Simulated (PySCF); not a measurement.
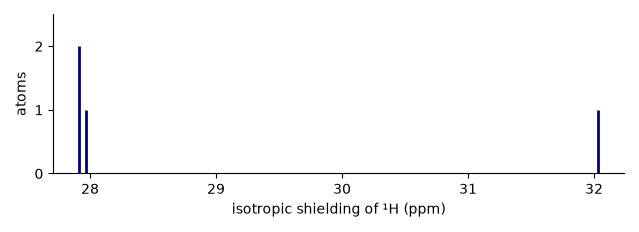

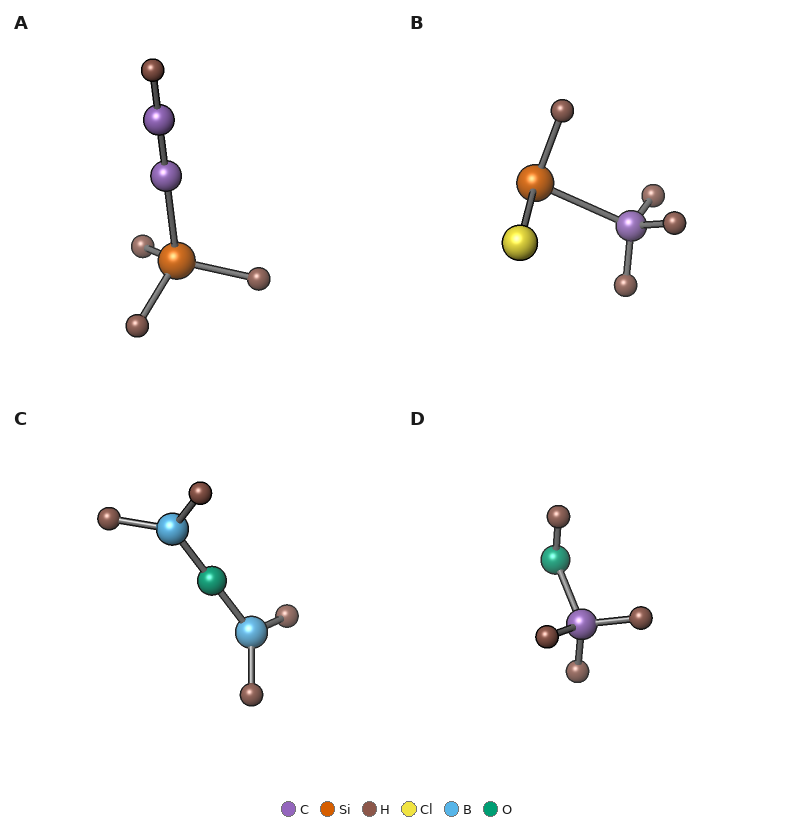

The sticks are computed shieldings of one of the molecules, for one fixed geometry (GFN2-xTB) without averaging over rotations. Low shielding means a high chemical shift. Method: GIAO PBE0/pcSseg-1 NMR shielding, non-relativistic, gas phase (PySCF 2.14.0).

Match the spectrum to a structure.

D, `CO`. Its 4 H atoms give lines at 27.91 (2 atoms), 27.97, 32.03 ppm.

The geometry is semi-empirical. Around B, Si such bond lengths and angles can be off by a tenth of an ångström or more and by several degrees, and values that hang on the shape move with them.
